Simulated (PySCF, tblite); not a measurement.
# CH11FSi4: geometry, infrared bands and NMR shifts

Aim: predict the infrared bands and NMR shifts of CH11FSi4 (`F[SiH2][Si@H]([SiH3])C[SiH3]`).

Computed with tblite 0.8.0 and PySCF 2.14.0, with density-fitted response routines of our own, on a single molecule in the gas phase. Atoms are numbered from 0 throughout.

### 1 Starting geometry

17 atoms, charge 0, multiplicity 1; geometry from: force field or distance geometry start.

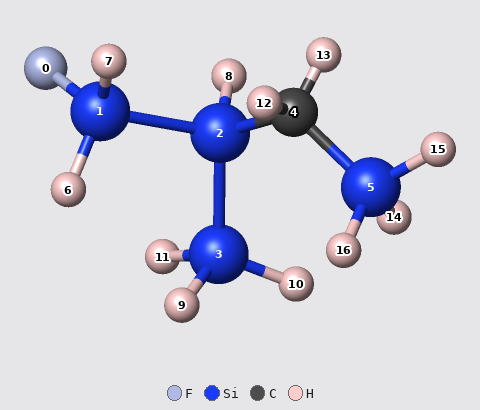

As it starts; fluorine light blue, silicon blue, carbon dark grey, hydrogen pink, atoms numbered.

### 2 Geometry optimisation with GFN2-xTB

The job: settings as JSON, then the geometry in Å.

```
{"job": {"kind": "relax", "xc": "GFN2-xTB", "basis": "xTB"}, "charge": 0, "multiplicity": 1}
F     -2.833300     1.787000    -1.747300
Si    -1.599900     1.885100    -0.609700
Si    -0.454000    -0.056200    -0.742400
Si    -1.306600    -1.388500     0.786800
C      1.318500     0.338700    -0.554700
Si     2.241500    -0.726300     0.625400
H     -2.138000     1.962100     0.768100
H     -0.690100     3.001100    -0.874000
H     -0.701800    -0.605700    -2.094300
H     -1.472600    -0.596500     2.034500
H     -0.530200    -2.614000     1.020300
H     -2.692500    -1.720800     0.372800
H      1.454100     1.410500    -0.250300
H      1.822800     0.238800    -1.558600
H      1.789700    -2.100100     0.513600
H      3.679500    -0.613900     0.296400
H      2.105700    -0.189100     2.003500
```

Command:

```console
> OMP_NUM_THREADS=1 python probes_run.py task.json out
```

This one command runs all jobs of the session in turn.

**Question.** This job is followed by: GFN2-xTB harmonic vibrations, gas phase; GIAO PBE0/pcSseg-1 NMR shielding, non-relativistic, gas phase. What will the session give for the following? strongest single infrared mode (GFN2-xTB); zero-point energy (GFN2-xTB); 13C shifts against TMS (PBE0/pcSseg-1); 1H shifts against TMS (PBE0/pcSseg-1, means over atoms taken as alike); 19F shifts against CFCl3 (PBE0/pcSseg-1); 29Si shifts against TMS (PBE0/pcSseg-1).

As calculated:

```
                                                              quantity                                           value
                             strongest single infrared mode (GFN2-xTB)                           2241 cm⁻¹, 658 km/mol
                                          zero-point energy (GFN2-xTB)                                   63.8 kcal/mol
                                13C shifts against TMS (PBE0/pcSseg-1)                                       -15.8 ppm
1H shifts against TMS (PBE0/pcSseg-1, means over atoms taken as alike)  5.85, 5.64, 4.16, 3.97, 3.65, -0.33, -0.39 ppm
                              19F shifts against CFCl3 (PBE0/pcSseg-1)                                      -255.9 ppm
                               29Si shifts against TMS (PBE0/pcSseg-1)                  14.1, -70.7, -83.2, -116.5 ppm
```

**Reading.** The optimisation took 159 steps and gained 0.802 eV; among the close pairs (by a distance rule), Si2–Si3 changed most, from 2.200 to 2.327 Å. All 45 modes are real, so the xTB geometry is a minimum. Unscaled tight-binding wavenumbers are off by several per cent, some by more. Its intensities can rank the bands wrongly. At PBE0/pcSseg-1: The widest tensor belongs to Si1: span 178 ppm, with a paramagnetic part of -542 ppm.
